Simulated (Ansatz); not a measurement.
**Ta2N: pressure series**

The parent structure is Ta$_{2}$N in the anti-CdI2 type structure (space group P-3m1, No. 164; a = 3.0667 Å, c = 4.8845 Å).

Cell and atoms are relaxed at each pressure.

Computed with Ansatz (a program for electronic structure), r2SCAN+rVV10, PAW, cutoff 500 eV, no spin-orbit coupling.

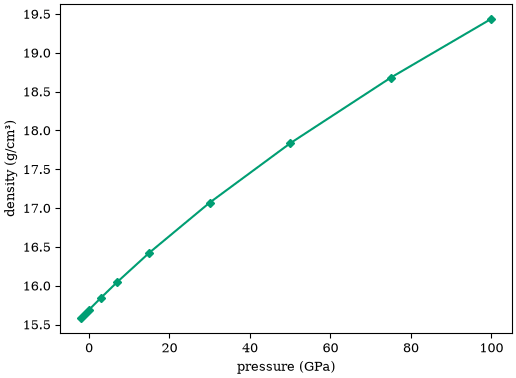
Fig. 1. Density against pressure

| pressure (GPa) | density |
|---|---|
| -2 | 15.58 g/cm³ |
| -1 | 15.64 g/cm³ |
| 3 | 15.85 g/cm³ |
| 7 | 16.05 g/cm³ |
| 15 | 16.43 g/cm³ |
| 30 | 17.07 g/cm³ |
| 50 | 17.83 g/cm³ |
| 75 | 18.68 g/cm³ |
| 100 | 19.44 g/cm³ |

Load acts through the strain it causes; cell and atoms are relaxed under it. No phonon test of stability was made. No other phases were tried under pressure. All final runs are without spin polarisation. An odd electron count without spin: Ta2N.
